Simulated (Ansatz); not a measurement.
# TiZn6Cd, from a guessed structure to a relaxed one

This structure for TiZn6Cd is made up. Its elements were placed in a known structure type with a cell scaled to their sizes. What cell does the guess relax to, and how far off was it?

Calculated with Ansatz 0.2.0; DFT, PBEsol, plane-wave PAW, files of the set soft_1, scalar-relativistic, no spin, cell and ions relaxed at zero pressure; PAW set soft_1, in the first sound run; inputs show where later runs differ.

### Step 1. The structure

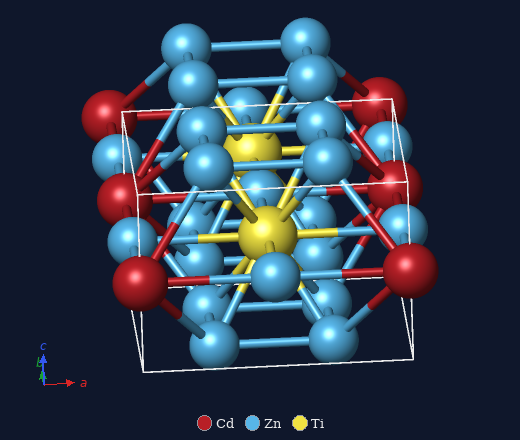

Start, viewed slightly off an axis; cadmium red, zinc blue, titanium yellow. 1×2×1 cells are drawn. Some periodic images of atoms are drawn too.

### Step 2. Relaxation of the guess

The guess takes its coordinates from another compound and its volume from a rule, so the cell and any free coordinates are relaxed together.

File input.yaml:

```yaml
crystal:
  lattice:
    - [5.742, 0.0, 0.0]
    - [0.0, 5.742, 0.0]
    - [0.0, 0.0, 3.964]
  atoms:
    - { symbol: Cd, position: [0.0, 0.0, 0.5] }
    - { symbol: Zn, position: [0.7202, 0.7202, 0.0] }
    - { symbol: Zn, position: [0.2798, 0.2798, 0.0] }
    - { symbol: Zn, position: [0.7202, 0.2798, 0.0] }
    - { symbol: Zn, position: [0.2798, 0.7202, 0.0] }
    - { symbol: Zn, position: [0.0, 0.5, 0.5] }
    - { symbol: Zn, position: [0.5, 0.0, 0.5] }
    - { symbol: Ti, position: [0.5, 0.5, 0.5] }
kpoints:
  mp_grid: { grid: [5, 5, 7] }
scf:
  occupations: { method: fermi_dirac, width: 0.05 }
hamiltonian:
  xc: pbesol
  pseudopotentials: { kind: paw, azcp: { folder: soft_1 }, xc_functional: pbe }
relax:
  f_tol: 0.015
  max_steps: 70
  cell: {}
output:
  forces: true
  stress: true
```

Run with:

```bash
> ansatz run input.yaml --threads 4 --pin off --max-ram 10240MiB --backend cpu --events-out ev --progress --plain --runs-dir out
```

Numbers of over 12 decimals in the logs are rounded to 6 here.

The program printed:

```text
Engine: ansatz 0.2.0, aarch64-unknown-linux-gnu
Pseudopotentials: kind: paw
Pseudopotential: Cd, paw, valence charge 20, recommended cutoff 420 eV (normal), soft_1/Cd.paw.azcp
Pseudopotential: Zn, paw, valence charge 12, recommended cutoff 420 eV (normal), soft_1/Zn.paw.azcp
Pseudopotential: Ti, paw, valence charge 12, recommended cutoff 420 eV (normal), soft_1/Ti.paw.azcp
Functional definition: PBEsol
  exchange = pbesol_x
  correlation = pbesol_c
Crystal: 8 atoms, lattice volume = 130.695 Å³
Basis set: ecut = 420 eV, 2561 PW (Γ), exchange–correlation on 80×80×54 points (8 copies of the dense FFT grid, shifted against one another)
Bands: 63, of which v1, the nominal top of the filled ones, is band 52 counted from 1 (51 counted from 0)
Symmetry: 16 space group operations
Space group: P4/mmm (ITA 123), of the structure as read, at distance tolerance 5.1e-5 Å
k-points: 24 of 175
Non-local potential: Cd, projectors of the file, l = 0: 3, l = 1: 2, l = 2: 2, l = 3: 1
Non-local potential: Zn, projectors of the file, l = 0: 2, l = 1: 2, l = 2: 3, l = 3: 1
Non-local potential: Ti, projectors of the file, l = 0: 3, l = 1: 2, l = 2: 3, l = 3: 1
PAW form: soft (Blöchl's): semilocal exchange-correlation on the pseudo side does not see the compensation charge
PAW frozen core: Cd, regenerated for the run's functional, and the local potential with it (the file was generated under x = pbe(κ = 0.804, μ = 0.219515), c = pbe(β = 0.066725))
PAW frozen core: Zn, regenerated for the run's functional, and the local potential with it (the file was generated under x = pbe(κ = 0.804, μ = 0.219515), c = pbe(β = 0.066725))
PAW frozen core: Ti, regenerated for the run's functional, and the local potential with it (the file was generated under x = pbe(κ = 0.804, μ = 0.219515), c = pbe(β = 0.066725))
PAW one-centre angular grid: Cd, 590 points (default); XC on 64 Gauss nodes
PAW one-centre angular grid: Zn, 590 points (default); XC on 64 Gauss nodes
PAW one-centre angular grid: Ti, 590 points (default); XC on 64 Gauss nodes
Initial density: superposition of atomic densities (chi_scale 0.1, normalization cell, long waves kept (reshape's long-wave potential 0.00 eV rms))
Initial wavefunctions: pseudopotential atomic-orbital guess
Functional: x = pbesol(κ = 0.804, μ = 0.123457), c = pbesol(β = 0.046)
SCF iter   1: F=—  HF=-30348.350621 eV  |F-HF|=—  |Δ(HF+E_count)|=         —  Δρ=1.23e-1  dr2=4.97e1  ethr=3.10e-3  ⟨swp⟩=6.6  Hψ=6434  notcnv=0  defer=4
preconditioner: auto → Kerker (q_TF=auto, 2.626 Å⁻¹)  [metal: Δε(μ)=0.111 eV  Ē_g=8.311 eV  σ=0.050 eV  W_gap=0.50  n_scr=38 (ndim 8)  ℏωp=30.5 eV  f_vac=0.000  D(μ)=2.84/eV (n_scr^D=18)]
SCF iter   2: F=—  HF=-30345.000897 eV  |F-HF|=—  |Δ(HF+E_count)|=    3.35e0  Δρ=5.71e-2  dr2=1.54e1  ethr=3.10e-3  ⟨swp⟩=3.0  Hψ=3046  notcnv=0  defer=58
SCF iter   3: F=—  HF=-30343.711198 eV  |F-HF|=—  |Δ(HF+E_count)|=    1.29e0  Δρ=2.84e-2  dr2=2.06e0  ethr=3.10e-3  ⟨swp⟩=2.9  Hψ=2922  notcnv=0  defer=52
SCF iter   4: F=—  HF=-30343.317465 eV  |F-HF|=—  |Δ(HF+E_count)|=   3.94e-1  Δρ=7.82e-3  dr2=1.17e-1  ethr=1.98e-3  ⟨swp⟩=2.1  Hψ=2873  notcnv=0  defer=49
SCF iter   5: F=—  HF=-30343.306531 eV  |F-HF|=—  |Δ(HF+E_count)|=   1.09e-2  Δρ=3.38e-3  dr2=2.34e-2  ethr=1.12e-4  ⟨swp⟩=3.0  Hψ=2862  notcnv=0  defer=53
SCF iter   6: F=—  HF=-30343.300396 eV  |F-HF|=—  |Δ(HF+E_count)|=   6.13e-3  Δρ=1.02e-3  dr2=2.92e-3  ethr=2.25e-5  ⟨swp⟩=2.7  Hψ=2714  notcnv=0  defer=53
SCF iter   7: F=—  HF=-30343.300364 eV  |F-HF|=—  |Δ(HF+E_count)|=   3.22e-5  Δρ=9.19e-4  dr2=8.32e-4  ethr=2.81e-6  ⟨swp⟩=2.0  Hψ=2390  notcnv=0  defer=53
SCF iter   8: F=—  HF=-30343.300101 eV  |F-HF|=—  |Δ(HF+E_count)|=   2.63e-4  Δρ=5.02e-4  dr2=1.88e-4  ethr=8.00e-7  ⟨swp⟩=2.0  Hψ=2370  notcnv=0  defer=53
SCF iter   9: F=—  HF=-30343.300032 eV  |F-HF|=—  |Δ(HF+E_count)|=   6.93e-5  Δρ=9.42e-5  dr2=1.48e-5  ethr=1.81e-7  ⟨swp⟩=2.0  Hψ=2286  notcnv=0  defer=53
SCF iter  10: F=—  HF=-30343.300003 eV  |F-HF|=—  |Δ(HF+E_count)|=   2.88e-5  Δρ=3.64e-5  dr2=2.98e-6  ethr=1.43e-8  ⟨swp⟩=2.0  Hψ=2413  notcnv=0  defer=53
SCF iter  11: F=—  HF=-30343.300002 eV  |F-HF|=—  |Δ(HF+E_count)|=   7.98e-7  Δρ=1.47e-5  dr2=2.78e-7  ethr=2.87e-9  ⟨swp⟩=2.0  Hψ=2478  notcnv=0  defer=53
SCF iter  12: F=-30343.300002 eV  HF=-30343.300002 eV  |F-HF|=7.48e-8  |Δ(HF+E_count)|=   1.79e-8  Δρ=7.09e-6  dr2=3.60e-8  ethr=9.62e-11  ⟨swp⟩=4.0  Hψ=5141  notcnv=0
SCF 1 converged in 12 iterations: F = -30343.300002 eV  dr2 = 3.60e-8
  greatest PAW one-centre occupation: 1.000 electrons in one spin orbital (limit 2), on the Cd atom at site 0 (counted from 0), in its partial waves of l = 0
relax step   1: F+E_penalty+E_count = -30343.30000205 eV  Δ(F+E_penalty+E_count) = +0.000e0 eV  max|allowed force component| = 6.237e-1 eV/Å  Δτ_max = 0.0000 Å  P = -4.181 GPa  Ω = 130.695 Å³  (12 SCF iters, dr2 threshold 1.00e-7 eV, accepted)
Crystal: 8 atoms, lattice volume = 116.632 Å³
Basis set: ecut = 420 eV, 2321 PW (Γ), exchange–correlation on 80×80×54 points (8 copies of the dense FFT grid, shifted against one another)
Initial density: handed on by an earlier stage of this run
Initial wavefunctions: those handed on with the density
iter 1 solved again at ethr=6.42e-4 eV; its pass at ethr=3.10e-3 eV (dr2=6.67e-1 eV) is discarded
SCF iter   1: F=—  HF=-30343.775194 eV  |F-HF|=—  |Δ(HF+E_count)|=         —  Δρ=1.65e-2  dr2=6.60e-1  ethr=6.42e-4  ⟨swp⟩=1.9  Hψ=8351  notcnv=0
preconditioner: auto → Kerker (q_TF=auto, 2.677 Å⁻¹)  [metal: Δε(μ)=0.055 eV  Ē_g=11.598 eV  σ=0.050 eV  W_gap=0.26  n_scr=38 (ndim 8)  ℏωp=33.3 eV  f_vac=0.000  D(μ)=3.92/eV (n_scr^D=30)]
SCF iter   2: F=—  HF=-30343.710432 eV  |F-HF|=—  |Δ(HF+E_count)|=   6.48e-2  Δρ=7.32e-3  dr2=2.01e-1  ethr=6.35e-4  ⟨swp⟩=2.0  Hψ=1754  notcnv=0
SCF iter   3: F=—  HF=-30343.687948 eV  |F-HF|=—  |Δ(HF+E_count)|=   2.25e-2  Δρ=3.95e-3  dr2=3.75e-2  ethr=1.93e-4  ⟨swp⟩=2.9  Hψ=2714  notcnv=0  defer=54
SCF iter   4: F=—  HF=-30343.679916 eV  |F-HF|=—  |Δ(HF+E_count)|=   8.03e-3  Δρ=1.45e-3  dr2=3.38e-3  ethr=3.60e-5  ⟨swp⟩=2.0  Hψ=2572  notcnv=0  defer=54
SCF iter   5: F=—  HF=-30343.679383 eV  |F-HF|=—  |Δ(HF+E_count)|=   5.34e-4  Δρ=4.85e-4  dr2=4.33e-4  ethr=3.25e-6  ⟨swp⟩=2.2  Hψ=2219  notcnv=0  defer=54
SCF iter   6: F=—  HF=-30343.679229 eV  |F-HF|=—  |Δ(HF+E_count)|=   1.54e-4  Δρ=1.85e-4  dr2=6.04e-5  ethr=4.17e-7  ⟨swp⟩=2.0  Hψ=2681  notcnv=0  defer=54
SCF iter   7: F=—  HF=-30343.679237 eV  |F-HF|=—  |Δ(HF+E_count)|=   7.77e-6  Δρ=9.24e-5  dr2=7.43e-6  ethr=5.81e-8  ⟨swp⟩=2.0  Hψ=2421  notcnv=0  defer=54
SCF iter   8: F=—  HF=-30343.679235 eV  |F-HF|=—  |Δ(HF+E_count)|=   1.51e-6  Δρ=6.67e-5  dr2=3.02e-6  ethr=7.15e-9  ⟨swp⟩=2.0  Hψ=2502  notcnv=0  defer=54
SCF iter   9: F=-30343.679234 eV  HF=-30343.679234 eV  |F-HF|=7.15e-8  |Δ(HF+E_count)|=   1.42e-6  Δρ=1.62e-5  dr2=2.34e-7  ethr=7.69e-10  ⟨swp⟩=3.0  Hψ=6345  notcnv=0
SCF 2 converged in 9 iterations: F = -30343.679234 eV  dr2 = 2.34e-7
relax step   2: F+E_penalty+E_count = -30343.67923366 eV  Δ(F+E_penalty+E_count) = -3.792e-1 eV  max|allowed force component| = 1.364e-1 eV/Å  Δτ_max = 0.1337 Å  P = +3.606 GPa  Ω = 116.632 Å³  energy of the carried Pulay correction = +7.582e-3 eV  (9 SCF iters, dr2 threshold 8.00e-7 eV, accepted)
Crystal: 8 atoms, lattice volume = 121.180 Å³
Basis set: ecut = 420 eV, 2393 PW (Γ), exchange–correlation on 80×80×54 points (8 copies of the dense FFT grid, shifted against one another)
iter 1 solved again at ethr=2.26e-4 eV; its pass at ethr=3.10e-3 eV (dr2=2.35e-1 eV) is discarded
SCF iter   1: F=—  HF=-30343.751289 eV  |F-HF|=—  |Δ(HF+E_count)|=         —  Δρ=8.74e-3  dr2=2.37e-1  ethr=2.26e-4  ⟨swp⟩=2.2  Hψ=6613  notcnv=0
preconditioner: auto → Kerker (q_TF=auto, 2.660 Å⁻¹)  [metal: Δε(μ)=0.053 eV  Ē_g=9.983 eV  σ=0.050 eV  W_gap=0.26  n_scr=38 (ndim 8)  ℏωp=31.6 eV  f_vac=0.000  D(μ)=3.81/eV (n_scr^D=30)]
SCF iter   2: F=—  HF=-30343.733005 eV  |F-HF|=—  |Δ(HF+E_count)|=   1.83e-2  Δρ=3.91e-3  dr2=6.97e-2  ethr=2.26e-4  ⟨swp⟩=2.0  Hψ=1751  notcnv=0
SCF iter   3: F=—  HF=-30343.726644 eV  |F-HF|=—  |Δ(HF+E_count)|=   6.36e-3  Δρ=1.91e-3  dr2=8.76e-3  ethr=6.70e-5  ⟨swp⟩=2.9  Hψ=2529  notcnv=0
SCF iter   4: F=—  HF=-30343.724800 eV  |F-HF|=—  |Δ(HF+E_count)|=   1.84e-3  Δρ=7.22e-4  dr2=8.01e-4  ethr=8.43e-6  ⟨swp⟩=2.0  Hψ=2265  notcnv=0
SCF iter   5: F=—  HF=-30343.724697 eV  |F-HF|=—  |Δ(HF+E_count)|=   1.04e-4  Δρ=1.81e-4  dr2=7.87e-5  ethr=7.70e-7  ⟨swp⟩=2.3  Hψ=2741  notcnv=0  defer=1
SCF iter   6: F=—  HF=-30343.724654 eV  |F-HF|=—  |Δ(HF+E_count)|=   4.26e-5  Δρ=8.69e-5  dr2=1.60e-5  ethr=7.56e-8  ⟨swp⟩=2.0  Hψ=2702  notcnv=0  defer=1
SCF iter   7: F=—  HF=-30343.724656 eV  |F-HF|=—  |Δ(HF+E_count)|=   1.73e-6  Δρ=4.93e-5  dr2=2.46e-6  ethr=1.54e-8  ⟨swp⟩=2.0  Hψ=2487  notcnv=0  defer=1
SCF iter   8: F=—  HF=-30343.724655 eV  |F-HF|=—  |Δ(HF+E_count)|=   4.06e-7  Δρ=4.20e-5  dr2=1.10e-6  ethr=7.69e-10  ⟨swp⟩=5.0  Hψ=5438  notcnv=0
SCF iter   9: F=-30343.724655 eV  HF=-30343.724655 eV  |F-HF|=4.92e-9  |Δ(HF+E_count)|=   6.03e-7  Δρ=5.96e-6  dr2=3.75e-8  ethr=7.69e-10  ⟨swp⟩=4.1  Hψ=4881  notcnv=0
SCF 3 converged in 9 iterations: F = -30343.724655 eV  dr2 = 3.75e-8
relax step   3: F+E_penalty+E_count = -30343.72465479 eV  Δ(F+E_penalty+E_count) = -4.542e-2 eV  max|allowed force component| = 5.582e-2 eV/Å  Δτ_max = 0.0018 Å  P = -0.402 GPa  Ω = 121.180 Å³  energy of the carried Pulay correction = +5.025e-3 eV  (9 SCF iters, dr2 threshold 8.00e-7 eV, accepted)
Crystal: 8 atoms, lattice volume = 120.584 Å³
Basis set: ecut = 420 eV, 2369 PW (Γ), exchange–correlation on 80×80×54 points (8 copies of the dense FFT grid, shifted against one another)
iter 1 solved again at ethr=6.78e-7 eV; its pass at ethr=3.10e-3 eV (dr2=7.05e-4 eV) is discarded
SCF iter   1: F=—  HF=-30343.727671 eV  |F-HF|=—  |Δ(HF+E_count)|=         —  Δρ=6.41e-4  dr2=6.52e-4  ethr=6.78e-7  ⟨swp⟩=3.0  Hψ=6787  notcnv=0
preconditioner: auto → Kerker (q_TF=auto, 2.662 Å⁻¹)  [metal: Δε(μ)=0.030 eV  Ē_g=9.899 eV  σ=0.050 eV  W_gap=0.15  n_scr=38 (ndim 8)  ℏωp=31.7 eV  f_vac=0.000  D(μ)=3.68/eV (n_scr^D=30)]
SCF iter   2: F=—  HF=-30343.727608 eV  |F-HF|=—  |Δ(HF+E_count)|=   6.35e-5  Δρ=2.84e-4  dr2=1.67e-4  ethr=6.27e-7  ⟨swp⟩=2.2  Hψ=2427  notcnv=0
SCF iter   3: F=—  HF=-30343.727558 eV  |F-HF|=—  |Δ(HF+E_count)|=   4.99e-5  Δρ=1.32e-4  dr2=3.13e-5  ethr=1.61e-7  ⟨swp⟩=2.4  Hψ=2551  notcnv=0
SCF iter   4: F=—  HF=-30343.727551 eV  |F-HF|=—  |Δ(HF+E_count)|=   7.01e-6  Δρ=5.29e-5  dr2=3.82e-6  ethr=3.01e-8  ⟨swp⟩=2.0  Hψ=2389  notcnv=0
iter 5 did not close the SCF: its close was put off for the readings that it lacked (scf_convergence_deferred on its scf_iter line)
SCF iter   5: F=-30343.727550 eV  HF=-30343.727550 eV  |F-HF|=3.88e-7  |Δ(HF+E_count)|=   5.57e-7  Δρ=1.72e-5  dr2=4.92e-7  ethr=3.67e-9  ⟨swp⟩=2.1  Hψ=2478  notcnv=0
SCF iter   6: F=-30343.727550 eV  HF=-30343.727550 eV  |F-HF|=2.63e-8  |Δ(HF+E_count)|=   1.60e-7  Δρ=5.40e-6  dr2=5.18e-8  ethr=4.73e-10  ⟨swp⟩=2.3  Hψ=5648  notcnv=0
SCF 4 converged in 6 iterations: F = -30343.727550 eV  dr2 = 5.18e-8
relax step   4: F+E_penalty+E_count = -30343.72754988 eV  Δ(F+E_penalty+E_count) = -2.895e-3 eV  max|allowed force component| = 6.438e-3 eV/Å  Δτ_max = 0.0104 Å  P = -0.032 GPa  Ω = 120.584 Å³  energy of the carried Pulay correction = +5.354e-3 eV  (6 SCF iters, dr2 threshold 5.33e-7 eV, accepted)
Crystal: 8 atoms, lattice volume = 120.528 Å³
iter 1 solved again at ethr=3.86e-9 eV; its pass at ethr=3.10e-3 eV (dr2=4.02e-6 eV) is discarded
SCF iter   1: F=—  HF=-30343.727626 eV  |F-HF|=—  |Δ(HF+E_count)|=         —  Δρ=5.95e-5  dr2=4.53e-6  ethr=3.86e-9  ⟨swp⟩=3.2  Hψ=7026  notcnv=0
preconditioner: auto → Kerker (q_TF=auto, 2.662 Å⁻¹)  [metal: Δε(μ)=0.032 eV  Ē_g=9.906 eV  σ=0.050 eV  W_gap=0.16  n_scr=38 (ndim 8)  ℏωp=31.7 eV  f_vac=0.000  D(μ)=3.68/eV (n_scr^D=30)]
SCF iter   2: F=—  HF=-30343.727614 eV  |F-HF|=—  |Δ(HF+E_count)|=   1.16e-5  Δρ=2.73e-5  dr2=1.25e-6  ethr=3.86e-9  ⟨swp⟩=2.5  Hψ=2499  notcnv=0
SCF iter   3: F=—  HF=-30343.727614 eV  |F-HF|=—  |Δ(HF+E_count)|=   1.58e-7  Δρ=1.38e-5  dr2=2.80e-7  ethr=1.20e-9  ⟨swp⟩=2.5  Hψ=2396  notcnv=0
SCF iter   4: F=—  HF=-30343.727614 eV  |F-HF|=—  |Δ(HF+E_count)|=   7.56e-8  Δρ=4.67e-6  dr2=2.99e-8  ethr=2.70e-10  ⟨swp⟩=2.0  Hψ=2469  notcnv=0
iter 5 did not close the SCF: its close was put off for the readings that it lacked (scf_convergence_deferred on its scf_iter line)
SCF iter   5: F=-30343.727614 eV  HF=-30343.727614 eV  |F-HF|=3.08e-9  |Δ(HF+E_count)|=   3.52e-9  Δρ=1.83e-6  dr2=4.50e-9  ethr=2.87e-11  ⟨swp⟩=2.1  Hψ=2309  notcnv=0
SCF iter   6: F=-30343.727614 eV  HF=-30343.727614 eV  |F-HF|=1.78e-10  |Δ(HF+E_count)|=   1.37e-9  Δρ=4.35e-7  dr2=3.61e-10  ethr=4.32e-12  ⟨swp⟩=2.3  Hψ=5596  notcnv=0
SCF 5 converged in 6 iterations: F = -30343.727614 eV  dr2 = 3.61e-10
relax step   5: F+E_penalty+E_count = -30343.72761385 eV  Δ(F+E_penalty+E_count) = -6.397e-5 eV  max|allowed force component| = 6.878e-5 eV/Å  Δτ_max = 0.0012 Å  P = +0.002 GPa  Ω = 120.528 Å³  energy of the carried Pulay correction = +5.385e-3 eV  (6 SCF iters, dr2 threshold 1.09e-8 eV, accepted)
Initial wavefunctions: pseudopotential atomic-orbital guess (no wavefunctions were taken with the density)
iter 1 solved again at ethr=5.61e-8 eV; its pass at ethr=3.10e-3 eV (dr2=5.83e-5 eV) is discarded
SCF iter   1: F=—  HF=-30343.722243 eV  |F-HF|=—  |Δ(HF+E_count)|=         —  Δρ=2.42e-4  dr2=2.39e-5  ethr=5.61e-8  ⟨swp⟩=3.5  Hψ=10630  notcnv=0
preconditioner: auto → Kerker (q_TF=auto, 2.662 Å⁻¹)  [metal: Δε(μ)=0.032 eV  Ē_g=9.907 eV  σ=0.050 eV  W_gap=0.16  n_scr=38 (ndim 8)  ℏωp=31.7 eV  f_vac=0.000  D(μ)=3.68/eV (n_scr^D=30)]
SCF iter   2: F=—  HF=-30343.722252 eV  |F-HF|=—  |Δ(HF+E_count)|=   8.75e-6  Δρ=3.37e-4  dr2=6.47e-5  ethr=2.30e-8  ⟨swp⟩=2.0  Hψ=2527  notcnv=0
SCF iter   3: F=—  HF=-30343.722236 eV  |F-HF|=—  |Δ(HF+E_count)|=   1.58e-5  Δρ=4.83e-5  dr2=1.93e-6  ethr=2.30e-8  ⟨swp⟩=2.0  Hψ=2321  notcnv=0
SCF iter   4: F=—  HF=-30343.722218 eV  |F-HF|=—  |Δ(HF+E_count)|=   1.74e-5  Δρ=1.89e-5  dr2=1.39e-7  ethr=1.86e-9  ⟨swp⟩=2.0  Hψ=2541  notcnv=0
SCF iter   5: F=—  HF=-30343.722219 eV  |F-HF|=—  |Δ(HF+E_count)|=   6.68e-7  Δρ=6.32e-6  dr2=2.29e-8  ethr=1.33e-10  ⟨swp⟩=2.0  Hψ=2737  notcnv=0
SCF iter   6: F=—  HF=-30343.722219 eV  |F-HF|=—  |Δ(HF+E_count)|=   1.37e-8  Δρ=1.13e-6  dr2=1.83e-9  ethr=2.20e-11  ⟨swp⟩=2.0  Hψ=2734  notcnv=0
SCF iter   7: F=-30343.722219 eV  HF=-30343.722219 eV  |F-HF|=4.37e-11  |Δ(HF+E_count)|=  7.28e-12  Δρ=1.92e-7  dr2=5.57e-11  ethr=1.00e-12  ⟨swp⟩=3.4  Hψ=6539  notcnv=0
SCF 6 converged in 7 iterations: F = -30343.722219 eV  dr2 = 5.57e-11
relax step   6: F+E_penalty+E_count = -30343.72221904 eV  Δ(F+E_penalty+E_count) = +5.395e-3 eV  max|allowed force component| = 5.261e-4 eV/Å  Δτ_max = 0.0000 Å  P = -0.002 GPa  Ω = 120.528 Å³  stress off target by 7.74e-3 GPa  SCF on the basis re-selected at this cell (its energy is not comparable with the rows above)  (7 SCF iters)
basis re-selected at this cell: Δ(F+E_penalty+E_count) = +5.395e-3 eV, ΔP = -0.004 GPa vs the last step (what re-selecting the basis moved, of the pressure what is left beyond the Pulay correction that the steps carried, after the strain that the cell walked since its last selection, with what the two solves' SCF thresholds leave and, on support functions, any second-order correction that the steps lacked; it is no m [...]
SCF converged after 7 iterations
Free energy (F): -30343.722219 eV
Harris-Foulkes:  -30343.722219 eV  (|F-HF|=4.37e-11)
Internal energy: -30343.691048 eV  (E = F + TS)
E sigma→0 (E₀):  -30343.706634 eV
Entropy (-TS):   -0.031171 eV (-3.896 meV/atom)
Fermi energy:    12.960953 eV
--- Per-component energies (eV) ---
  E_band       = -169.336328
  E_kinetic    = 1613.038198
  E_local      = -14025.237343  (includes V_loc(G=0)·N_el)
  E_nonlocal   = 5087.752937
  E_hartree    = 5516.164255
  E_xc         = -743.356351
  E_vxc        = -656.814378  (∫ρ·V_xc dr)
  E_paw        = -16190.145402  (= ΣΔE_a)
  E_vpaw       = -3220.402818  (= ΣTr[D̂ρ^β])
  E_aug_tail   = -0.001166  (compensation charges beyond the density's cutoff)
  E_ewald      = -11607.171656
  E_core_change = 5.265480  (= ΣΔE_core)
  E_smearing   = -0.031171  (= −TS)
  E_closure    = 0.000000  (closes the sum)
  Σ components = -30343.722219   (vs F -30343.722219, Δ=0.00e0)
--- Forces (eV/Å), atoms counted from 1 ---
  atom   1  Cd    -0.00000000    -0.00000000     0.00000000
  atom   2  Zn     0.00052613     0.00052613     0.00000000
  atom   3  Zn    -0.00052613    -0.00052613     0.00000000
  atom   4  Zn     0.00052613    -0.00052613     0.00000000
  atom   5  Zn    -0.00052613     0.00052613     0.00000000
  atom   6  Zn     0.00000000     0.00000000     0.00000000
  atom   7  Zn     0.00000000     0.00000000     0.00000000
  atom   8  Ti     0.00000000    -0.00000000     0.00000000
  max |Σ_I F_I| component: 1.13e-17 eV/Å
--- Stress (GPa, compression-positive) ---
        0.000754       0.000000       0.000000
        0.000000       0.000754       0.000000
        0.000000       0.000000      -0.007741
  P = ⅓ Tr σ = -0.0021 GPa (-0.021 kbar)
--- Relaxed structure (5 steps of the walk, 5 accepted, 1 SCFs on fresh bases) ---
  F+E_penalty+E_count = -30343.72221904 eV   max|allowed force component| = 5.261e-4 eV/Å   (the final SCF, on the basis selected at the relaxed cell)
  cell:  # Å, volume = 120.5279 Å³
    - [5.540312, 0, 0.0]
    - [0, 5.540312, 0.0]
    - [0.0, 0.0, 3.926622]
  atoms:
    - { symbol: Cd, position: [-1.2296876782152256e-18, -3.091921033516225e-19, 0.500000] }
    - { symbol: Zn, position: [0.738313, 0.738313, 0.0] }
    - { symbol: Zn, position: [0.261687, 0.261687, 0.0] }
    - { symbol: Zn, position: [0.738313, 0.261687, 0.0] }
    - { symbol: Zn, position: [0.261687, 0.738313, 0.0] }
    - { symbol: Zn, position: [-1.2296876782152337e-18, 0.500000, 0.500000] }
    - { symbol: Zn, position: [0.500000, -3.0919210335162197e-19, 0.500000] }
    - { symbol: Ti, position: [0.500000, 0.500000, 0.500000] }
```

The job ended after 27 s (4 threads of Arm Neoverse V1, shared host; peak memory 0.67 GiB).

(Part 1 of 2 ends here.)

[Logs are printed without paths, hosts, clocks, repeated set-up lines and the standing remarks that a program may print on its own settings, such as how far it seeks lower states.]

[Hosts, paths, dates, database ids (printed as entryN), source tags and the programs' standing remarks are cut or masked in the printed files.]
